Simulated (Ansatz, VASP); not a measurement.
# HC10F (F-terminated C(111)) in two plane-wave programs

One calculation is typed for both programs; each brings its own data sets. How far apart do they land? Of the first pair: The structure shown is the end of the VASP relaxation below. Valence electrons are named where the data sets of a main pair hold unlike numbers.

Calculated with Ansatz 0.2.0; plane waves, with VASP 6.6.1 beside it; single point at PBE and band structure at PBE.

**1. The structure**

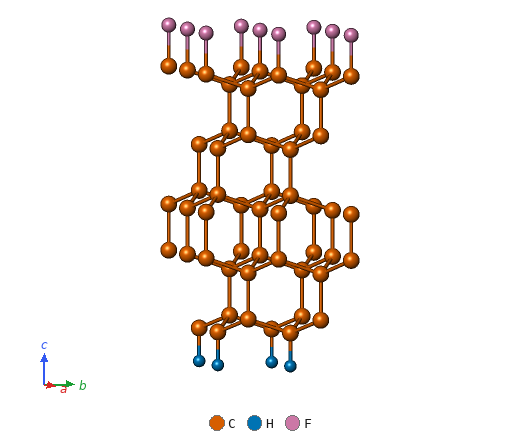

The cell as given, from the side, with the c axis up (carbon orange, hydrogen blue, fluorine pink). 2×2×1 cells are drawn. Some periodic images of atoms are drawn too.

The cell holds 12 atoms: 10 C, 1 H and 1 F. Cell: a = 2.527 Å, b = 2.527 Å, c = 27.198 Å, α = 90.0°, β = 90.0°, γ = 60.0°. It derives from C. As first built, before any earlier steps moved the atoms (in the runner's words): 10 layers of C at this functional's lattice, F on top and H below. Vacuum lies along c.

**2. VASP: relaxation, PBE**

This run makes the geometry at which the two programs are then compared.

Lines of VASP's logs that name or quote its potential files are left out, and so is its time.

INCAR reads:

```
SYSTEM = HC10F
PREC = Normal
ENCUT = 440
EDIFF = 1E-05
NELM = 120
ISMEAR = 0
SIGMA = 0.03
LREAL = .FALSE.
ALGO = Fast
GGA = PE
NBANDS = 36
LORBIT = 11
LWAVE = .FALSE.
LCHARG = .FALSE.
KPAR = 4
IBRION = 2
NSW = 60
ISIF = 2
EDIFFG = -0.03
POTIM = 0.4
MAXMIX = 40
IDIPOL = 3
LDIPOL = .TRUE.
DIPOL = 0.5 0.5 0.497
```

POSCAR reads:

```
HC10F
1.0
    2.5267879902      0.0000000000      0.0000000000
    1.2633939951      2.1882625895      0.0000000000
    0.0000000000      0.0000000000     27.1982334576
C H F
10 1 1
Direct
    0.3333333300      0.3333333300      0.3353159000
    0.6666666700      0.6666666700      0.3542795700
    0.6666666700      0.6666666700      0.4111705900
    0.0000000000      0.0000000000      0.4301342700
    0.0000000000      0.0000000000      0.4870252900
    0.3333333300      0.3333333300      0.5059889600
    0.3333333300      0.3333333300      0.5628799900
    0.6666666700      0.6666666700      0.5818436600
    0.6666666700      0.6666666700      0.6387346800
    0.0000000000      0.0000000000      0.6576983600
    0.3333333300      0.3333333300      0.2941367500
    0.0000000000      0.0000000000      0.7058632500
```

KPOINTS reads:

```
Automatic mesh
0
Gamma
12 12 1
0 0 0
```

Potentials, in the order of the species: C, H and F (PBE family, release 64).

Command:

```bash
> mpirun -np 4 vasp_std
```

Numbers of over 12 decimals in the logs are rounded to 6 here.

Output:

```text
[banner, memory and clock lines left out]
running    4 mpi-ranks, on    1 nodes
 distrk:  each k-point on    1 cores,    4 groups
 distr:  one band on    1 cores,    1 groups

 POSCAR found type information on POSCAR C H F
 POSCAR found :  3 types and      12 ions
 LDA part: xc-table for (Slater+PW92), standard interpolation
 POSCAR, INCAR and KPOINTS ok, starting setup
 FFT: planning ... GRIDC
 FFT: planning ... GRID_SOFT
 FFT: planning ... GRID
 WAVECAR not read
 entering main loop
       N       E                     dE             d eps       ncg     rms          rms(c)
DAV:   1     0.278568497022E+03    0.27857E+03   -0.21518E+04  1376   0.105E+03
DAV:   2    -0.771988484331E+02   -0.35577E+03   -0.33575E+03  1912   0.273E+02
DAV:   3    -0.101495274954E+03   -0.24296E+02   -0.24000E+02  1700   0.725E+01
DAV:   4    -0.102077155390E+03   -0.58188E+00   -0.57979E+00  1880   0.122E+01
DAV:   5    -0.102096379819E+03   -0.19224E-01   -0.19199E-01  1944   0.212E+00    0.136E+01
RMM:   6    -0.990153368709E+02    0.30810E+01   -0.25798E+00  1368   0.758E+00    0.786E+00
RMM:   7    -0.980814203961E+02    0.93392E+00   -0.29217E+00  1371   0.818E+00    0.210E+00
RMM:   8    -0.980796779432E+02    0.17425E-02   -0.21220E-01  1402   0.262E+00    0.676E-01
RMM:   9    -0.980777834713E+02    0.18945E-02   -0.29444E-02  1450   0.871E-01    0.181E-01
RMM:  10    -0.980773052572E+02    0.47821E-03   -0.61075E-03  1427   0.374E-01    0.595E-02
RMM:  11    -0.980770878464E+02    0.21741E-03   -0.22895E-03  1617   0.192E-01    0.457E-02
RMM:  12    -0.980770904209E+02   -0.25745E-05   -0.45662E-04  1413   0.100E-01    0.470E-02
RMM:  13    -0.980770353217E+02    0.55099E-04   -0.20632E-04  1379   0.628E-02    0.168E-02
RMM:  14    -0.980772378209E+02   -0.20250E-03   -0.13234E-04  1316   0.428E-02    0.184E-02
RMM:  15    -0.980772611726E+02   -0.23352E-04   -0.47919E-05  1079   0.242E-02    0.108E-02
RMM:  16    -0.980773251282E+02   -0.63956E-04   -0.39524E-05  1040   0.208E-02    0.522E-03
RMM:  17    -0.980773720052E+02   -0.46877E-04   -0.77112E-06   931   0.104E-02    0.360E-03
RMM:  18    -0.980774347996E+02   -0.62794E-04   -0.10661E-05   941   0.974E-03    0.343E-03
RMM:  19    -0.980774447935E+02   -0.99939E-05   -0.23073E-06   829   0.569E-03
   1 F= -.98077445E+02 E0= -.98077445E+02  d E =-.980774E+02
[... from here on, the cycles between the ionic steps are left out ...]
   2 F= -.97775414E+02 E0= -.97775414E+02  d E =0.302030E+00
   3 F= -.98178425E+02 E0= -.98178425E+02  d E =-.100980E+00
   4 F= -.98178514E+02 E0= -.98178514E+02  d E =-.101069E+00
   5 F= -.98185550E+02 E0= -.98185550E+02  d E =-.703601E-02
   6 F= -.98186916E+02 E0= -.98186916E+02  d E =-.840247E-02
   7 F= -.98189343E+02 E0= -.98189343E+02  d E =-.242692E-02
   8 F= -.98189357E+02 E0= -.98189357E+02  d E =-.244136E-02
   9 F= -.98190554E+02 E0= -.98190554E+02  d E =-.119661E-02
  10 F= -.98190554E+02 E0= -.98190554E+02  d E =-.119630E-02
  11 F= -.98190796E+02 E0= -.98190796E+02  d E =-.242183E-03
 trial-energy change:   -0.000242  1 .order   -0.000243   -0.001107    0.000622
 step:   0.5267(harm=  0.5267)  dis= 0.00184  next Energy=   -98.190908 (dE=-0.354E-03)
 bond charge predicted
       N       E                     dE             d eps       ncg     rms          rms(c)
DAV:   1    -0.981908856974E+02   -0.90653E-04   -0.19385E-02  1512   0.801E-01    0.324E-02
RMM:   2    -0.981909023019E+02   -0.16604E-04   -0.33383E-04  1391   0.103E-01    0.485E-03
RMM:   3    -0.981909086809E+02   -0.63789E-05   -0.43990E-05  1143   0.368E-02
  12 F= -.98190909E+02 E0= -.98190909E+02  d E =-.354935E-03
 curvature:  -0.47 expect dE=-0.108E-04 dE for cont linesearch -0.446E-06
 trial: gam= 0.00756 g(F)=  0.231E-04 g(S)=  0.000E+00 ort = 0.477E-04 (trialstep = 0.763E+00)
 search vector abs. value=  0.240E-04
 reached required accuracy - stopping structural energy minimisation
```

Parts of OUTCAR (step 2):

```text
ion  position               nearest neighbor table
   1  0.333  0.333  0.335-  11 1.12   2 1.55   2 1.55   2 1.55
   2  0.667  0.667  0.354-   3 1.55   1 1.55   1 1.55   1 1.55
   3  0.667  0.667  0.411-   2 1.55   4 1.55   4 1.55   4 1.55
   4  0.000  0.000  0.430-   5 1.55   3 1.55   3 1.55   3 1.55
   5  0.000  0.000  0.487-   4 1.55   6 1.55   6 1.55   6 1.55
   6  0.333  0.333  0.506-   5 1.55   5 1.55   5 1.55   7 1.55
   7  0.333  0.333  0.563-   8 1.55   8 1.55   8 1.55   6 1.55
   8  0.667  0.667  0.582-   9 1.55   7 1.55   7 1.55   7 1.55
   9  0.667  0.667  0.639-   8 1.55  10 1.55  10 1.55  10 1.55
  10  0.000  0.000  0.658-  12 1.31   9 1.55   9 1.55   9 1.55
  11  0.333  0.333  0.294-   1 1.12
  12  0.000  0.000  0.706-  10 1.31

  LATTYP: Found a hexagonal cell.
 ALAT       =     2.5267879902
 C/A-ratio  =    10.7639554893

 Subroutine GETGRP returns: Found  6 space group operations
 (whereof  6 operations were pure point group operations)

The static configuration has the point symmetry C_3v.

 Found     19 irreducible k-points:

   k-points           NKPTS =     19   k-points in BZ     NKDIM =     19   number of bands    NBANDS=     36

   dimension x,y,z NGX =    14 NGY =   14 NGZ =  140
   dimension x,y,z NGXF=    28 NGYF=   28 NGZF=  280

   ENCUT  =  440.0 eV  32.34 Ry    5.69 a.u.   4.32  4.32 46.52*2*pi/ulx,y,z

   NELECT =      48.0000    total number of electrons

 k-points in reciprocal lattice and weights: Automatic mesh
   0.00000000  0.00000000  0.00000000       0.007
   0.08333333 -0.00000000  0.00000000       0.042
   0.16666667 -0.00000000  0.00000000       0.042
   0.25000000 -0.00000000  0.00000000       0.042
   0.33333333 -0.00000000  0.00000000       0.042
   0.41666667 -0.00000000  0.00000000       0.042
   0.50000000 -0.00000000  0.00000000       0.021
   0.16666667  0.08333333  0.00000000       0.042
   0.25000000  0.08333333  0.00000000       0.083
[...]
-0.41666667  0.25000000  0.00000000       0.083
  -0.33333333  0.33333333  0.00000000       0.014

 dipolmoment           0.000000      0.000000      0.145957 electrons x Angstroem

 average (electrostatic) potential at core
       1 -54.3220       2 -54.4650       3 -54.4787       4 -54.4781       5 -54.4885
       6 -54.4910       7 -54.4794       8 -54.5139       9 -54.1218      10 -55.3822
      11 -37.4524      12 -78.7665

 E-fermi :   0.8168

 k-point     1 :       0.0000    0.0000    0.0000
  band No.  band energies     occupation
    ...
     20      -0.5989      2.00000
     21       0.0683      2.00000
     22       0.0683      2.00000
     23       0.6524      2.00000
     24       0.6525      2.00000
     25       3.1605      0.00000
     26       4.5905      0.00000
     27       5.6301      0.00000
     28       6.2815      0.00000
     29       6.6334      0.00000
    ...

 k-point     2 :       0.0833   -0.0000    0.0000
  band No.  band energies     occupation
    ...
     20      -0.8143      2.00000
     21      -0.4844      2.00000
     22      -0.1646      2.00000
     23       0.0703      2.00000
     24       0.4449      2.00000
     25       3.3187      0.00000
     26       4.7869      0.00000
     27       5.8153      0.00000
     28       6.3620      0.00000
     29       6.8313      0.00000
    ...

 k-point     3 :       0.1667   -0.0000    0.0000
  band No.  band energies     occupation
    ...
     20      -1.6302      2.00000
     21      -1.1928      2.00000
     22      -0.7814      2.00000
     23      -0.7485      2.00000
     24      -0.0429      2.00000
     25       3.7868      0.00000
     26       5.3569      0.00000
     27       5.7794      0.00000
     28       6.4846      0.00000
     29       7.0217      0.00000
    ...

  Total        0.6552671      0.6552671     -0.6978940      0.0000000      0.0000000      0.0000000
  in kB        6.9810378      6.9810378     -7.4351731      0.0000000      0.0000000      0.0000000
  external PRESSURE =       2.1756341 kB  Pullay stress =       0.0000000 kB

  energy-cutoff  :      440.00
  volume of cell :      150.39
      direct lattice vectors                 reciprocal lattice vectors
     2.526787990  0.000000000  0.000000000     0.395759361 -0.228491774  0.000000000
     1.263393995  2.188262589  0.000000000     0.000000000  0.456983547  0.000000000
     0.000000000  0.000000000 27.198233458     0.000000000  0.000000000  0.036767094

 POSITION                                       TOTAL-FORCE (eV/Angst)
 -----------------------------------------------------------------------------------
      1.26339      0.72942      9.13344        -0.000000      0.000000     -0.003880
      2.52679      1.45884      9.62141        -0.000000     -0.000000     -0.012016
      2.52679      1.45884     11.17514         0.000000      0.000000     -0.001950
      0.00000      0.00000     11.68976         0.000000      0.000000      0.002653
      0.00000      0.00000     13.23731        -0.000000      0.000000     -0.010242
      1.26339      0.72942     13.75267        -0.000000      0.000000     -0.001780
      1.26339      0.72942     15.29969         0.000000      0.000000      0.000719
      2.52679      1.45884     15.81530        -0.000000      0.000000      0.009856
      2.52679      1.45884     17.36848        -0.000000      0.000000      0.010083
      0.00000      0.00000     17.87227         0.000000     -0.000000     -0.005466
      1.26339      0.72942      8.02303        -0.000000      0.000000      0.002901
      0.00000      0.00000     19.25089        -0.000000      0.000000      0.009122
 -----------------------------------------------------------------------------------
    total drift:                               -0.000131     -0.000076      0.002700

  FREE ENERGIE OF THE ION-ELECTRON SYSTEM (eV)
  ---------------------------------------------------
  free  energy   TOTEN  =       -98.1909086809 eV

  energy  without entropy=      -98.1909086809  energy(sigma->0) =      -98.19090868

 reached required accuracy - stopping structural energy minimisation

 vacuum level on the upper side and lower side of the slab         8.574         3.713

 total charge
# of ion       s       p       d       tot
------------------------------------------
    1        0.839   1.758   0.000   2.597
    2        0.829   1.744   0.000   2.573
    3        0.831   1.741   0.000   2.572
    4        0.831   1.744   0.000   2.574
    5        0.831   1.743   0.000   2.574
    6        0.831   1.743   0.000   2.574
    7        0.831   1.743   0.000   2.574
    8        0.831   1.738   0.000   2.568
    9        0.838   1.760   0.000   2.598
   10        0.826   1.664   0.000   2.490
   11        0.646   0.041   0.000   0.687
   12        1.771   4.370   0.000   6.142
--------------------------------------------------
tot         10.734  21.789   0.000  32.523

[... 3 further parts left out ...]
```

CONTCAR:

```
HC10F
   1.00000000000000
     2.5267879901999999    0.0000000000000000    0.0000000000000000
     1.2633939950999999    2.1882625894999999    0.0000000000000000
     0.0000000000000000    0.0000000000000000   27.1982334576000007
  C               H               F
    10     1     1
Direct
     0.3333333300000021    0.3333333300000021    0.3358100509522761
     0.6666666699999979    0.6666666699999979    0.3537512031079865
     0.6666666699999979    0.6666666699999979    0.4108772876213079
     0.0000000000000000    0.0000000000000000    0.4297986328943602
     0.0000000000000000    0.0000000000000000    0.4866973411538613
     0.3333333300000021    0.3333333300000021    0.5056457102193367
     0.3333333300000021    0.3333333300000021    0.5625253031263969
     0.6666666699999979    0.6666666699999979    0.5814826431906479
     0.6666666699999979    0.6666666699999979    0.6385884986258501
     0.0000000000000000    0.0000000000000000    0.6571115365324749
     0.3333333300000021    0.3333333300000021    0.2949836247311310
     0.0000000000000000    0.0000000000000000    0.7077994378443662
```

The gap is read on the k-mesh alone, so it is an upper bound where the band edges lie off the mesh. The run keeps the 6 symmetry operations of its start, so it cannot find a distortion of lower symmetry.

(Part 1 of 3 ends here.)

[Lines on the potential files, build, host, timing and source positions are cut from VASP's logs without a mark.]

[Logs are printed without paths, hosts, clocks, repeated set-up lines and the standing remarks that a program may print on its own settings, such as how far it seeks lower states.]

[Hosts, paths, dates, database ids (printed as entryN), source tags and the programs' standing remarks are cut or masked in the printed files.]
